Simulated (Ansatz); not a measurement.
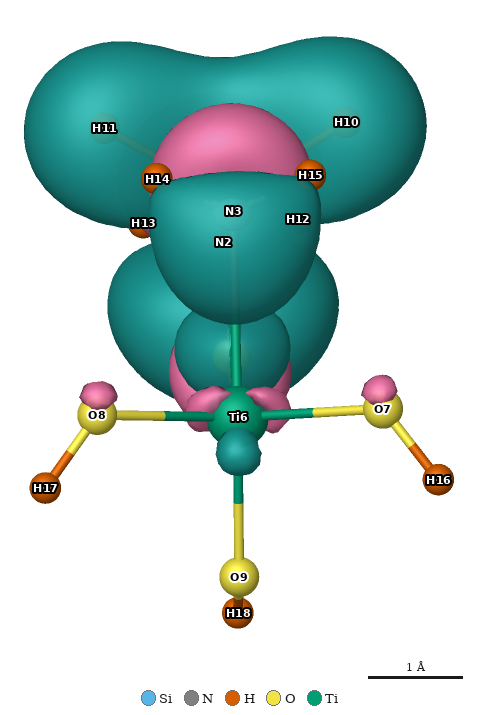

H10N2O4SiTi. The HOMO at ±0.08 Å⁻³ᐟ² (teal and pink are the two phases), seen at an oblique angle.

A transition-state structure; geometry: PBE0-D4/def2-TZVP.

All numbers below come from RKS PBE0-D4/def2-TZVPP (Ansatz 0.2.0).

```xyz
18

Si   -1.4788   -0.4571   -0.2608
N    -1.3590   -2.1982   -1.0705
N    -0.9504    1.1802    0.5208
H    -0.0433   -1.7042   -0.8004
O     0.2313   -0.7301   -0.3380
Ti    1.2110    0.8223    0.4229
O     1.3926    2.3539   -0.5345
O     1.3039    1.0615    2.2198
O     2.7582   -0.0409    0.0678
H    -2.1949    0.1651   -1.4099
H    -2.2639   -0.9224    0.9171
H    -1.6647   -2.2902   -2.0296
H    -1.7107   -2.9852   -0.5423
H    -1.2382    1.3250    1.4817
H    -1.1901    2.0164    0.0006
H     2.1799    2.5366   -1.0520
H     2.0552    0.7568    2.7334
H     2.9618   -0.8891   -0.3259
```

Question: Describe this orbital and give its energy.

Answer: It lies mainly on N2 (about 45 %), N3 (about 15 %), Si1 (about 10 %), H10 (about 5 %) and H11 (about 5 %). Its energy is −7.19 eV.
